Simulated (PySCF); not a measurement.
# NMR shielding calculation of C₄H₁₁F₂NSi

- system: C₄H₁₁F₂NSi, SMILES C[C@@H](C(F)F)[Si@@H](C)N
- method: GIAO PBE0/pcSseg-1 NMR shielding, non-relativistic, gas phase (PySCF 2.14.0)

The geometry comes from this level: GFN2-xTB. It belongs to a series of runs on one base structure; here: constitutional isomer. Figures and captions count atoms from 1; the log counts them from 0 in places.

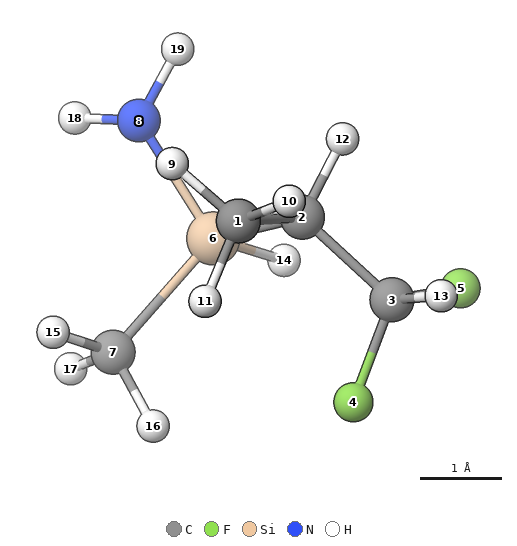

Figure 1. The input geometry (ball-and-stick view, seen at a tilt; atoms are numbered from 1 in the order of the input). Bond lengths as drawn: C–C 1.51 to 1.52 Å, C–F 1.36 Å, C–H 1.08 to 1.10 Å, C–Si 1.89 to 1.92 Å, H–N 1.01 Å, H–Si 1.47 Å and N–Si 1.73 Å.

Input file
```
{"job": {"kind": "nmr", "xc": "PBE0", "basis": "pcSseg-1"}, "charge": 0, "multiplicity": 1}
C     -1.680569     0.645895     0.147075
C     -0.812541    -0.602850     0.255263
C     -1.106491    -1.522196    -0.905856
F     -0.624236    -1.028021    -2.077407
F     -0.502209    -2.729858    -0.745515
Si     1.063882    -0.195694     0.348393
C      1.565268     1.137939    -0.899329
N      1.221669     0.514041     1.916126
H     -1.451108     1.325149     0.962654
H     -2.740330     0.394289     0.190790
H     -1.487928     1.156242    -0.793291
H     -1.103365    -1.158859     1.150518
H     -2.181457    -1.716020    -1.060242
H      1.817475    -1.436675     0.111636
H      1.125393     2.099503    -0.653457
H      1.257066     0.873565    -1.904906
H      2.643278     1.261611    -0.908791
H      2.080734     0.990646     2.135585
H      0.905666     0.000544     2.723293
```

The first line tells a small driver script what to run in PySCF; the rest is the geometry in Å.

Run on 1 CPU thread, shared host.

Launched with:
```bash
OMP_NUM_THREADS=1 python <driver script> task.json out
```

The program's output
```
coarse grid: 16024 points
cycle   1  E = -702.2189515752  dE =  7.461e-01  |g| = 8.334e-01  |ddm| = 3.713e+00
cycle   2  E = -702.1262983031  dE =  9.265e-02  |g| = 1.123e+00  |ddm| = 1.298e+00
cycle   3  E = -702.3506146847  dE = -2.243e-01  |g| = 7.783e-02  |ddm| = 7.984e-01
cycle   4  E = -702.3516164708  dE = -1.002e-03  |g| = 3.728e-02  |ddm| = 8.756e-02
cycle   5  E = -702.3519311789  dE = -3.147e-04  |g| = 5.136e-03  |ddm| = 3.363e-02
cycle   6  E = -702.3519374094  dE = -6.231e-06  |g| = 1.390e-03  |ddm| = 6.739e-03
final grid: 150056 points
cycle   7  E = -702.4078335263  dE = -4.433e-05  |g| = 1.068e-02  |ddm| = 2.850e-02
cycle   8  E = -702.4078156580  dE =  1.787e-05  |g| = 1.445e-02  |ddm| = 1.978e-02
cycle   9  E = -702.4078585184  dE = -4.286e-05  |g| = 9.415e-04  |ddm| = 1.110e-02
cycle  10  E = -702.4078586679  dE = -1.495e-07  |g| = 2.759e-04  |ddm| = 8.335e-04
cycle  11  E = -702.4078586817  dE = -1.375e-08  |g| = 5.500e-05  |ddm| = 2.196e-04
cycle  12  E = -702.4078586823  dE = -6.228e-10  |g| = 1.577e-05  |ddm| = 6.359e-05
```

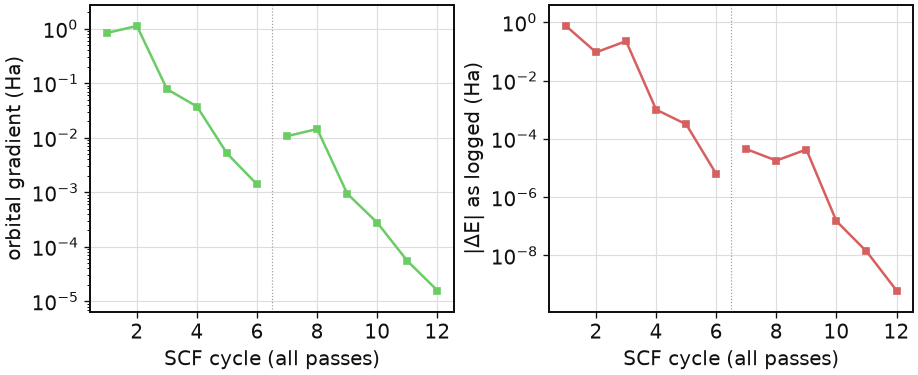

Figure 2. Convergence of the self-consistent field: orbital gradient and size of the energy change against the SCF cycle. The dotted line marks the change from a coarse to the final integration grid. The first 6 cycles use a coarse grid, the final grid takes over at cycle 7, and the field converges after 12 cycles in all.

```
converged SCF energy = -702.4078586823

GIAO shielding tensors (ppm)
atom      isotropic    diamagn.    paramagn.     s11        s22        s33       span
  0 C      175.644     248.738     -73.094    167.206    172.259    187.469     20.263
  1 C      154.461     254.933    -100.472    142.210    145.453    175.720     33.511
  2 C       59.045     239.818    -180.773     40.303     64.372     72.460     32.157
  3 F      311.892     476.799    -164.907    230.695    335.986    368.995    138.300
  4 F      293.924     474.161    -180.237    190.340    324.380    367.051    176.711
  5 Si     363.454     880.599    -517.145    328.671    359.742    401.949     73.278
  6 C      190.481     254.940     -64.460    179.916    193.814    197.713     17.797
  7 N      255.514     316.834     -61.320    217.768    259.568    289.207     71.439
  8 H       30.074      31.230      -1.156     24.737     29.589     35.895     11.158
  9 H       30.627      30.312       0.315     25.790     27.837     38.254     12.463
 10 H       30.667      32.054      -1.387     26.408     29.887     35.706      9.298
 11 H       30.614      33.646      -3.032     27.586     29.071     35.186      7.601
 12 H       25.551      28.488      -2.937     22.973     24.161     29.520      6.547
 13 H       26.313      30.058      -3.745     22.488     25.433     31.017      8.529
 14 H       31.509      32.143      -0.634     27.386     29.670     37.470     10.085
 15 H       31.397      31.884      -0.488     25.889     30.259     38.042     12.153
 16 H       31.499      29.702       1.797     27.129     28.291     39.077     11.948
 17 H       31.712      30.368       1.344     23.825     28.036     43.274     19.449
 18 H       31.796      31.534       0.262     23.886     28.269     43.233     19.348
```

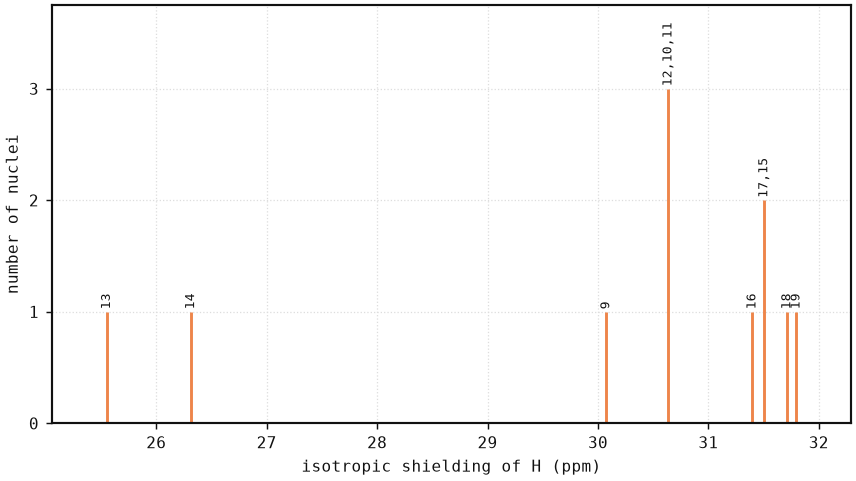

Figure 3. Isotropic shieldings of the hydrogen nuclei in this fixed geometry, labelled by atom number; shielding grows to the right, so chemical shift grows to the left. The least shielded is H13 (25.6 ppm), the most shielded H19 (31.8 ppm).

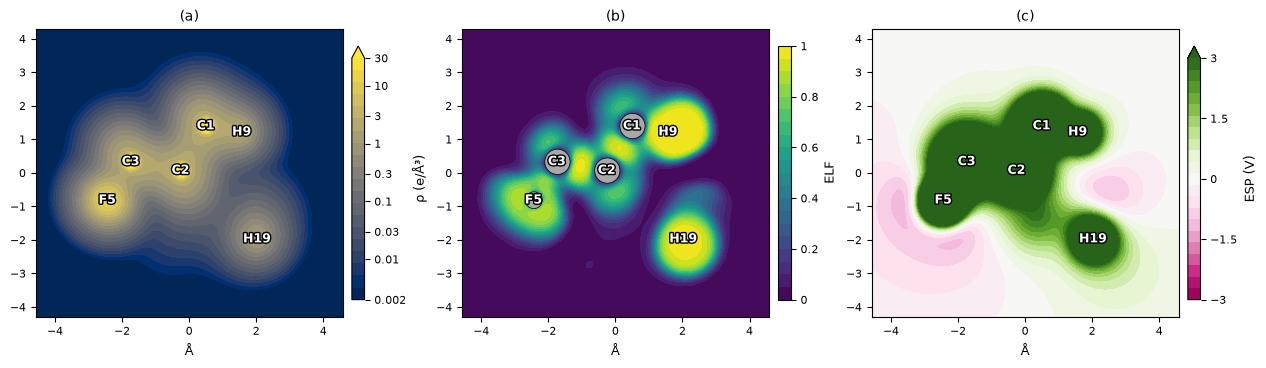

Figure 4. (a) electron density; (b) ELF; (c) electrostatic potential on the plane of atoms C1, C2 and C3. Grey discs, where drawn, cover atomic cores. Atoms in the plane: C, F and H. C–F (1.36 Å): ρ is about 2.2 e/Å³ halfway, with its minimum of 1.8 e/Å³ about 0.5 Å from C; the ELF peaks at about 0.85 between the atoms, which marks a polar covalent bond. C–C (1.51 Å): ρ at the midpoint is about 1.8 e/Å³; the ELF peaks at about 0.95 between the atoms, which marks localised, shared-pair bonding.

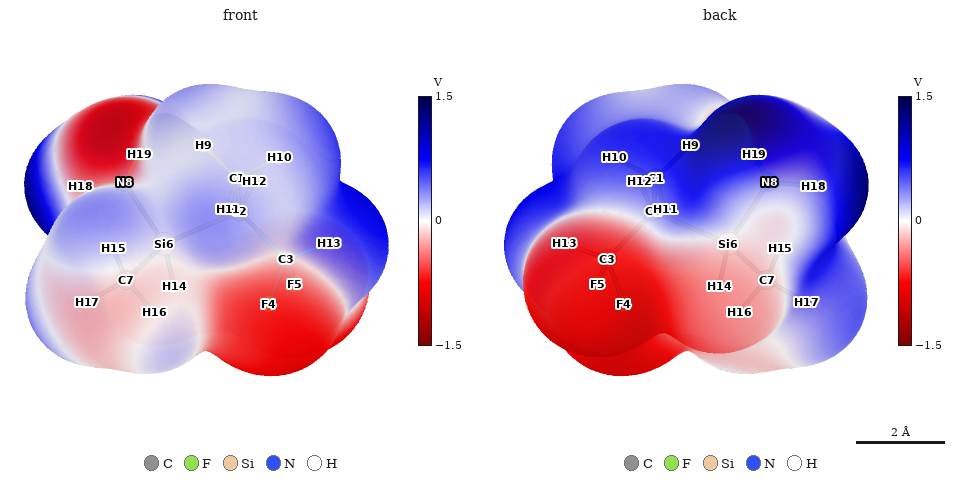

Figure 5. The electrostatic potential painted on the density surface at 0.001 e/bohr³, seen at a tilt and from behind; the colour scale runs from red (negative) to blue (positive). A positive charge is drawn to the negative regions and a negative charge to the positive ones. Its dipole moment is 2.46 D.

Summary

- outcome: converged
- total energy: −702.407859 hartree
- HOMO: −7.31 eV
- LUMO: 1.03 eV
- dipole moment: 2.46 D
- isotropic shielding, C: 59.0 to 190.5 ppm
- isotropic shielding, F: 293.9 to 311.9 ppm
- isotropic shielding, Si: 363.5 ppm
- isotropic shielding, N: 255.5 ppm
- isotropic shielding, H: 25.6 to 31.8 ppm
- wall time: 3.3 min (CPU time 1.9 min; the host was busy)
- peak memory: 0.88 GiB
